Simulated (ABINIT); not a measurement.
# Beyond one shot: SrTiO3 (Tausonite)

How far does self-consistency move the gap of SrTiO3 (Tausonite)?

Main program and level: ABINIT 10.8.3; PBEsol and many-body steps on it, plane waves.

**Experimental background.**

- Gap 3.77 eV: direct gap (M0 critical point); spectroscopic ellipsometry, second-derivative fit; 300 K; bulk crystal (commercial single crystal) (“Optical probe of ferroelectric order in bulk and thin film perovskite titanates”, 2013, arxiv:1309.1245).

## (1) The structure

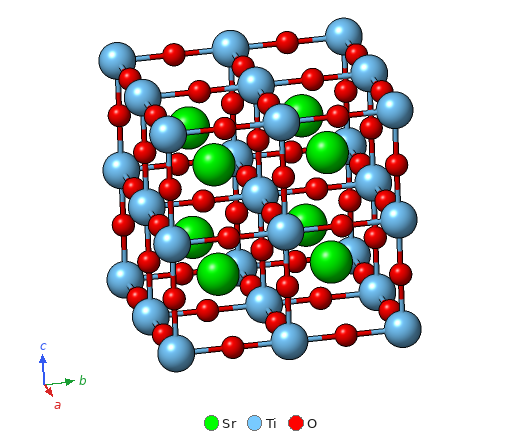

The starting structure, seen slightly off an axis (strontium green, titanium blue, oxygen red). 2×2×2 cells are drawn. Some periodic images of atoms are drawn too.

The cell and positions come from the Crystallography Open Database and are kept as given unless a step says otherwise.

## (2) Empty states on the mesh, 4×4×4 mesh, 208 bands

This step: ABINIT 10.8.3; DFT, PBEsol, plane waves, norm-conserving pseudopotentials.

The sums over transitions need many empty states on a uniform mesh; this step solves for them.

The input, run.abi:

```
acell 3*1.0 Angstrom
rprim 
  3.905280000000 0.000000000000 0.000000000000
  0.000000000000 3.905280000000 0.000000000000
  0.000000000000 0.000000000000 3.905280000000
ntypat 3
znucl 38 22 8
natom 5
typat 1 2 3 3 3
xred 
  0.500000000000 0.500000000000 0.500000000000
  0.000000000000 0.000000000000 0.000000000000
  0.500000000000 0.000000000000 0.000000000000
  0.000000000000 0.500000000000 0.000000000000
  0.000000000000 0.000000000000 0.500000000000
pp_dirpath "pseudos"
pseudos "Sr.upf, Ti.upf, O.upf"
ecut 38
ngkpt 4 4 4
nshiftk 1
shiftk 0 0 0
kptopt 1
chksymbreak 0
irdden 1
istwfk *1
nband 208
prtvol 0
optdriver 6
gwr_task "HDIAGO"
paral_kgb 0
occopt 1
indata_prefix "in"
outdata_prefix "out"
tmpdata_prefix "tmp"
```

Run with:

```bash
$ OMP_NUM_THREADS=1 mpirun -n 4 abinit run.abi > log
```

The program printed:

```text
.Version 10.8.3 of ABINIT. v10.8.2 released Aug 2026.

 Symmetries : space group Pm -3 m (#221); Bravais cP (primitive cubic)
[... echo of the input left out ...]
== DATASET  1 ==================================================================
-   mpi_nproc: 4, omp_nthreads: 1 (-1 if OMP is not activated)

--- !DatasetInfo
iteration_state: {dtset: 1, }
dimensions: {natom: 5, nkpt: 10, mband: 208, nsppol: 1, nspinor: 1, nspden: 1, mpw: 4632, }
cutoff_energies: {ecut:  38.0, pawecutdg:  -1.0, }
[...]
Indirect band gap semiconductor
 Fundamental gap:     1.854 (eV)
   VBM:     6.800 (eV) at k: [ 5.0000E-01,  5.0000E-01,  5.0000E-01]
   CBM:     8.653 (eV) at k: [ 0.0000E+00,  0.0000E+00,  0.0000E+00]
 Direct gap:         2.212 (eV) at k: [ 0.0000E+00,  0.0000E+00,  0.0000E+00]

== END DATASET(S) ==============================================================
================================================================================

 -outvars: echo values of variables after computation  --------
           etotal      0.0000000000E+00
            nband         208
             nkpt          10
          spgroup         221
 [... the other variables as echoed above ...]

 Calculation completed.
```

Wall time 2.8 min (4 MPI ranks of Arm Neoverse V2, shared host); peak memory 4.6 GiB; 11 min of CPU time.

Numbers from this step:

| Quantity | Value |
| --- | --- |
| gap | 1.854 eV |
| k of the valence top | 0.5, 0.5, 0.5 |
| k of the conduction bottom | 0, 0, 0 |
| least direct gap | 2.212 eV |
| k points computed | 10 |
| lowest point of the top converged band, above the valence top | 108.1047 eV |

On this mesh the gap is 1.854 eV.

The density comes from a self-consistent run that is not shown.

## (3) Screening, 4×4×4 mesh, 200 bands, screening to 179.6 eV

The RPA dielectric matrix is built and inverted for each q.

This step: RPA screening on PBEsol, plane waves, norm-conserving pseudopotentials.

Edit run.abi of step 2 so:

```diff
@@ -23,10 +23,11 @@
 chksymbreak 0
-irdden 1
 istwfk *1
-nband 208
-prtvol 0
-optdriver 6
-gwr_task "HDIAGO"
-paral_kgb 0
 occopt 1
+irdwfk 1
+optdriver 3
+nband 200
+ecuteps 6.6
+inclvkb 2
+awtr 1
+symchi 1
 indata_prefix "in"
```

The program printed:

```text
.Version 10.8.3 of ABINIT. v10.8.2 released Aug 2026.

 Symmetries : space group Pm -3 m (#221); Bravais cP (primitive cubic)
[... echo of the input left out ...]
== DATASET  1 ==================================================================
-   mpi_nproc: 4, omp_nthreads: 1 (-1 if OMP is not activated)

--- !DatasetInfo
iteration_state: {dtset: 1, }
dimensions: {natom: 5, nkpt: 10, mband: 200, nsppol: 1, nspinor: 1, nspden: 1, mpw: 4632, }
cutoff_energies: {ecut:  38.0, pawecutdg:  -1.0, }
electrons: {nelect:   4.00000000E+01, charge:   0.00000000E+00, occopt:   1.00000000E+00, tsmear:   1.00000000E-02, }

 SCREENING: Calculation of the susceptibility and dielectric matrices

 Based on a program developped by R.W. Godby, V. Olevano, G. Onida, and L. Reining.
 Incorporated in ABINIT by V. Olevano, G.-M. Rignanese, and M. Torrent.
.Using double precision arithmetic ; gwpc =  8

[... cell and pseudopotentials left out ...]
--------------------------------------------------------------------------------

 ==== K-mesh for the wavefunctions ====
 Number of points in the irreducible wedge :    10
[... list of points left out ...]
 Together with 48 symmetry operations and time-reversal symmetry
 yields    64 points in the full Brillouin Zone.

 ==== Q-mesh for the screening function ====
 Number of points in the irreducible wedge :    10
[... list of points left out ...]
 Together with 48 symmetry operations and time-reversal symmetry
 yields    64 points in the full Brillouin Zone.

 setmesh: FFT mesh size selected  =    30x   30x   30
          total number of points  =        27000

 vcoul_init : cutoff-mode = AUXILIARY_FUNCTION
 q-points for optical limit:   1
     1)      0.000010    0.000020    0.000030

- screening: taking advantage of time-reversal symmetry
- Maximum band index for partially occupied states nbvw = 20
- Remaining bands to be divided among processors   nbcw = 180
- Number of bands treated by each node ~45

 Number of electrons calculated from density =   40.0000; Expected =   40.0000
 average of density, n =  0.099519
 r_s =    1.3387
 omega_plasma =   30.4305 [eV]

 calculating chi0 at frequencies [eV] :
  1    0.000000E+00    0.000000E+00
  2    0.000000E+00    3.043050E+01

--------------------------------------------------------------------------------
  q-point number  1        q = ( 0.000000, 0.000000, 0.000000) [r.l.u.]
--------------------------------------------------------------------------------
[... chi0 elements left out ...]
 For q-point:  0.000010 0.000020 0.000030
  dielectric constant =   6.5585
  dielectric constant without local fields =   6.9387

  Average fulfillment of the sum rule on Im[epsilon] for q-point    1 :     75.57  [%]
[... wings left out ...]
  q-point number  2        q = ( 0.250000, 0.000000, 0.000000) [r.l.u.]
--------------------------------------------------------------------------------
[... chi0 elements left out ...]
  Average fulfillment of the sum rule on Im[epsilon] for q-point    2 :     83.30  [%]

 [... 8 further q-points ...]
```

Elapsed: 2.5 min, on 4 MPI ranks; peak memory 1.7 GiB.

This step gave:

```yaml
eps_infinity_with_local_fields_on_this_mesh_along_the_program_s_q_direction: 6.559
the_same_without_local_fields: 6.939
plasma_frequency: 30.43 eV
plane_waves_in_the_screening_matrix: 341
```

Local fields lower ε∞ by 5 %. On a Γ-centred mesh this coarse the value itself is usually too large, while a short band sum pulls it down.

## (4) G0W0

The self-energy is evaluated for the states that the input lists, and the levels follow from it, in one-shot runs by the linearised quasiparticle equation.

This step: G0W0 on PBEsol, plane waves, norm-conserving pseudopotentials.

Edit run.abi of step 3 so:

```diff
@@ -26,8 +26,21 @@
 irdwfk 1
-optdriver 3
+optdriver 4
 nband 200
+gwcalctyp 0
+ecutsigx 38
+symsigma 1
+nkptgw 4
+kptgw 
+  0.5000000000 0.5000000000 0.5000000000
+  0.0000000000 0.0000000000 0.0000000000
+  0.5000000000 0.0000000000 0.0000000000
+  0.5000000000 0.5000000000 0.0000000000
+bdgw 
+  18 23
+  18 23
+  19 23
+  18 22
 ecuteps 6.6
-inclvkb 2
-awtr 1
-symchi 1
+irdscr 1
+ppmodel 1
 indata_prefix "in"
```

The program printed:

```text
.Version 10.8.3 of ABINIT. v10.8.2 released Aug 2026.

 Symmetries : space group Pm -3 m (#221); Bravais cP (primitive cubic)
[... echo of the input left out ...]
== DATASET  1 ==================================================================
-   mpi_nproc: 4, omp_nthreads: 1 (-1 if OMP is not activated)

--- !DatasetInfo
iteration_state: {dtset: 1, }
dimensions: {natom: 5, nkpt: 10, mband: 200, nsppol: 1, nspinor: 1, nspden: 1, mpw: 4632, }
cutoff_energies: {ecut:  38.0, pawecutdg:  -1.0, }
electrons: {nelect:   4.00000000E+01, charge:   0.00000000E+00, occopt:   1.00000000E+00, tsmear:   1.00000000E-02, }

 SIGMA: Calculation of the GW corrections

 Based on a program developped by R.W. Godby, V. Olevano, G. Onida, and L. Reining.
 Incorporated in ABINIT by V. Olevano, G.-M. Rignanese, and M. Torrent.
.Using double precision arithmetic ; gwpc =  8

[... cell and pseudopotentials left out ...]
--------------------------------------------------------------------------------

 ==== K-mesh for the wavefunctions ====
 Number of points in the irreducible wedge :    10
[... list of points left out ...]
 Together with 48 symmetry operations and time-reversal symmetry
 yields    64 points in the full Brillouin Zone.

 ==== Q-mesh for screening function ====
 Number of points in the irreducible wedge :    10
[... list of points left out ...]
 Together with 48 symmetry operations and time-reversal symmetry
 yields    64 points in the full Brillouin Zone.

 vcoul_init : cutoff-mode = AUXILIARY_FUNCTION
 q-points for optical limit:   1
     1)      0.000010    0.000020    0.000030
 setmesh: FFT mesh size selected  =    45x   45x   45
          total number of points  =        91125

 Number of electrons calculated from density =   40.0000; Expected =   40.0000
 average of density, n =  0.099519
 r_s =    1.3387
 omega_plasma =   30.4305 [eV]

 === KS Band Gaps ===
  >>>> For spin  1
   Minimum direct gap =   2.2116 [eV], located at k-point      :   0.0000  0.0000  0.0000
   Fundamental gap    =   1.8536 [eV], Top of valence bands at :   0.5000  0.5000  0.5000
                                       Bottom of conduction at :   0.0000  0.0000  0.0000
 SIGMA fundamental parameters:
 PLASMON POLE MODEL  1
 number of plane-waves for SigmaX                 4457
 number of plane-waves for SigmaC and W            341
 number of plane-waves for wavefunctions          4457
 number of bands                                   200
 number of independent spin polarizations            1
 number of spinorial components                      1
 number of k-points in IBZ                          10
 number of q-points in IBZ                          10
 number of symmetry operations                      48
 number of k-points in BZ                           64
 number of q-points in BZ                           64
 number of frequencies for dSigma/dE                 9
 frequency step for dSigma/dE [eV]                0.25
 number of omega for Sigma on real axis              0
 max omega for Sigma on real axis  [eV]           0.00
 zcut for avoiding poles [eV]                     0.10

 EPSILON^-1 parameters (SCR file):
 dimension of the eps^-1 matrix on file            341
 dimension of the eps^-1 matrix used               341
 number of plane-waves for wavefunctions          4457
 number of bands                                   200
 number of q-points in IBZ                          10
 number of frequencies                               2
 number of real frequencies                          1
 number of imag frequencies                          1

 matrix elements of self-energy operator (all in [eV])

 Perturbative Calculation

--- !SelfEnergy_ee
iteration_state: {dtset: 1, }
kpoint     : [   0.500,    0.500,    0.500, ]
spin       : 1
KS_gap     :    4.525
QP_gap     :    6.418
Delta_QP_KS:    1.893
data: !SigmaeeData |
     Band     E0 <VxcDFT>   SigX SigC(E0)      Z dSigC/dE  Sig(E)    E-E0       E
       18   6.800 -19.954 -25.079   4.695   0.767  -0.304 -20.284  -0.329   6.470
       19   6.800 -19.954 -25.079   4.695   0.767  -0.304 -20.284  -0.329   6.470
       20   6.800 -19.954 -25.079   4.695   0.767  -0.304 -20.284  -0.329   6.470
       21  11.325 -21.772 -12.919  -6.726   0.735  -0.360 -20.208   1.564  12.889
       22  11.325 -21.772 -12.919  -6.726   0.735  -0.360 -20.208   1.564  12.889
       23  11.325 -21.772 -12.919  -6.726   0.735  -0.360 -20.208   1.564  12.889

--- !SelfEnergy_ee
iteration_state: {dtset: 1, }
kpoint     : [   0.000,    0.000,    0.000, ]
spin       : 1
KS_gap     :    2.212
QP_gap     :    3.919
Delta_QP_KS:    1.707
data: !SigmaeeData |
     Band     E0 <VxcDFT>   SigX SigC(E0)      Z dSigC/dE  Sig(E)    E-E0       E
[...]
--- !SelfEnergy_ee
iteration_state: {dtset: 1, }
kpoint     : [   0.500,    0.000,    0.000, ]
spin       : 1
KS_gap     :    2.766
QP_gap     :    4.571
Delta_QP_KS:    1.806
data: !SigmaeeData |
     Band     E0 <VxcDFT>   SigX SigC(E0)      Z dSigC/dE  Sig(E)    E-E0       E
[...]
--- !SelfEnergy_ee
iteration_state: {dtset: 1, }
kpoint     : [   0.500,    0.500,    0.000, ]
spin       : 1
KS_gap     :    3.926
QP_gap     :    5.764
Delta_QP_KS:    1.837
data: !SigmaeeData |
     Band     E0 <VxcDFT>   SigX SigC(E0)      Z dSigC/dE  Sig(E)    E-E0       E
[...]
20   6.712 -19.766 -24.883   4.674   0.768  -0.303 -20.107  -0.340   6.372
       21  10.639 -21.381 -13.331  -6.043   0.746  -0.341 -19.885   1.497  12.135
       22  10.639 -21.381 -13.331  -6.043   0.746  -0.341 -19.885   1.497  12.135

== END DATASET(S) ==============================================================
================================================================================

 -outvars: echo values of variables after computation  --------
           etotal      0.0000000000E+00
            nband         200
             nkpt          10
          spgroup         221
 [... the other variables as echoed above ...]

 Calculation completed.
```

Run time: 73 s. Hardware: 4 MPI ranks; peak memory 1.7 GiB.

This step gave:

- G0W0 gap on the mesh: 3.544 eV
- starting gap on the mesh: 1.854 eV
- k of the valence top: 0.5, 0.5, 0.5
- k of the conduction bottom: 0, 0, 0
- Z at the valence top: 0.767
- Z at the conduction bottom: 0.782
- least direct G0W0 gap on the computed points: 3.919 eV

The gap on the mesh goes from 1.85 eV to 3.54 eV, a correction of +1.69 eV.

## (5) evGW0, cycle 1

This step: evGW0 on PBEsol, plane waves, norm-conserving pseudopotentials.

Edit run.abi of step 4 so:

```diff
@@ -28,16 +28,28 @@
 nband 200
-gwcalctyp 0
+gwcalctyp 10
 ecutsigx 38
 symsigma 1
-nkptgw 4
+nkptgw 10
 kptgw 
+  0.0000000000 0.0000000000 0.0000000000
+  0.2500000000 0.0000000000 0.0000000000
+  0.5000000000 0.0000000000 0.0000000000
+  0.2500000000 0.2500000000 0.0000000000
+  0.5000000000 0.2500000000 0.0000000000
+  0.5000000000 0.5000000000 0.0000000000
+  0.2500000000 0.2500000000 0.2500000000
+  0.5000000000 0.2500000000 0.2500000000
+  0.5000000000 0.5000000000 0.2500000000
   0.5000000000 0.5000000000 0.5000000000
-  0.0000000000 0.0000000000 0.0000000000
-  0.5000000000 0.0000000000 0.0000000000
-  0.5000000000 0.5000000000 0.0000000000
 bdgw 
-  18 23
-  18 23
-  19 23
-  18 22
+  12 31
+  12 31
+  12 31
+  12 31
+  12 31
+  12 31
+  12 31
+  12 31
+  12 31
+  12 31
 ecuteps 6.6
```

The program printed:

```text
.Version 10.8.3 of ABINIT. v10.8.2 released Aug 2026.

 Symmetries : space group Pm -3 m (#221); Bravais cP (primitive cubic)
[... echo of the input left out ...]
== DATASET  1 ==================================================================
-   mpi_nproc: 4, omp_nthreads: 1 (-1 if OMP is not activated)

--- !DatasetInfo
iteration_state: {dtset: 1, }
dimensions: {natom: 5, nkpt: 10, mband: 200, nsppol: 1, nspinor: 1, nspden: 1, mpw: 4632, }
cutoff_energies: {ecut:  38.0, pawecutdg:  -1.0, }
electrons: {nelect:   4.00000000E+01, charge:   0.00000000E+00, occopt:   1.00000000E+00, tsmear:   1.00000000E-02, }

 SIGMA: Calculation of the GW corrections

 Based on a program developped by R.W. Godby, V. Olevano, G. Onida, and L. Reining.
 Incorporated in ABINIT by V. Olevano, G.-M. Rignanese, and M. Torrent.
.Using double precision arithmetic ; gwpc =  8

[... cell and pseudopotentials left out ...]
--------------------------------------------------------------------------------

 ==== K-mesh for the wavefunctions ====
 Number of points in the irreducible wedge :    10
[... list of points left out ...]
 Together with 48 symmetry operations and time-reversal symmetry
 yields    64 points in the full Brillouin Zone.

 ==== Q-mesh for screening function ====
 Number of points in the irreducible wedge :    10
[... list of points left out ...]
 Together with 48 symmetry operations and time-reversal symmetry
 yields    64 points in the full Brillouin Zone.

 vcoul_init : cutoff-mode = AUXILIARY_FUNCTION
 q-points for optical limit:   1
     1)      0.000010    0.000020    0.000030
 setmesh: FFT mesh size selected  =    45x   45x   45
          total number of points  =        91125

 Number of electrons calculated from density =   40.0000; Expected =   40.0000
[...]
spin       : 1
KS_gap     :    4.168
QP_gap     :    6.010
Delta_QP_KS:    1.842
data: !SigmaeeData |
     Band     E_DFT   <VxcDFT>   E(N-1)  <Hhartree>   SigX  SigC[E(N-1)]    Z     dSigC/dE  Sig[E(N)]  DeltaE  E(N)_pert E(N)_diago
[...]
--- !SelfEnergy_ee
iteration_state: {dtset: 1, }
kpoint     : [   0.500,    0.500,    0.500, ]
spin       : 1
KS_gap     :    4.525
QP_gap     :    6.418
Delta_QP_KS:    1.893
data: !SigmaeeData |
     Band     E_DFT   <VxcDFT>   E(N-1)  <Hhartree>   SigX  SigC[E(N-1)]    Z     dSigC/dE  Sig[E(N)]  DeltaE  E(N)_pert E(N)_diago
[...]
30    16.546   -12.998    16.546    29.544    -6.382    -4.902     0.837    -0.195   -11.564     1.434    17.980    18.259
       31    16.837   -10.167    16.837    27.004    -4.391    -4.919     0.850    -0.176    -9.438     0.729    17.566    18.259

 New Fermi energy :        3.080007E-01 Ha ,    8.381126E+00 eV

 === QP Band Gaps ===
  >>>> For spin  1
   Minimum direct gap =   4.4000 [eV], located at k-point      :   0.0000  0.0000  0.0000
   Fundamental gap    =   4.0218 [eV], Top of valence bands at :   0.5000  0.5000  0.5000
                                       Bottom of conduction at :   0.0000  0.0000  0.0000

 writing QP data on file : out_QPS

 Convergence of QP corrections
 >>>>> For spin  1 <<<<<
.  kptgw no:  1; Maximum DeltaE = (  -0.681   0.002) for band index: 13
.  kptgw no:  2; Maximum DeltaE = (  -0.670   0.004) for band index: 13
.  kptgw no:  3; Maximum DeltaE = (  -0.658   0.005) for band index: 13
[...]
.  kptgw no:  9; Maximum DeltaE = (  -0.466  -0.000) for band index: 17
.  kptgw no: 10; Maximum DeltaE = (  -0.625   0.012) for band index: 16

== END DATASET(S) ==============================================================
================================================================================

 -outvars: echo values of variables after computation  --------
           etotal      0.0000000000E+00
            nband         200
             nkpt          10
          spgroup         221
 [... the other variables as echoed above ...]

 Calculation completed.
```

Elapsed: 17 min, on 4 MPI ranks; peak memory 2.4 GiB.

This step gave:

```
quasiparticle gap on the mesh                         : 4.022 eV
gap of the density functional on the mesh             : 1.854 eV
k of the valence top                                  : 0.5, 0.5, 0.5
k of the conduction bottom                            : 0, 0, 0
Z at the valence top                                  : 0.767
Z at the conduction bottom                            : 0.782
least direct quasiparticle gap on the computed points : 4.400 eV
```

Against G0W0 in ABINIT (4×4×4 mesh, 200 bands, screening to 179.6 eV, Godby-Needs plasmon pole), the gap moves by +0.478 eV. This first cycle still uses the starting levels; it takes the full correction, at all points of the mesh, and its linearised value is 3.544 eV.

(Continued in part 2 of 3.)

[Paths, hosts, dates, memory and timing lines, banners, echoed tables and standing remarks are left out of the program output.]

[Logs are printed without paths, hosts, clocks, repeated set-up lines and the standing remarks that a program may print on its own settings, such as how far it seeks lower states.]

[Runs of the session that timed out or met a known fault of the program may be left out.]

[Hosts, paths, dates, database ids (printed as entryN), source tags and the programs' standing remarks are cut or masked in the printed files.]

[G0W0 gaps are taken among the corrected bands and points alone; a level outside them can change the order at an edge.]

[Where Ansatz stands beside ABINIT at settings called matched, ABINIT's density can come from a denser mesh and the files from another edition; pairs whose starting gaps differed by over 0.03 eV were left out, so agreement reads better than it is.]
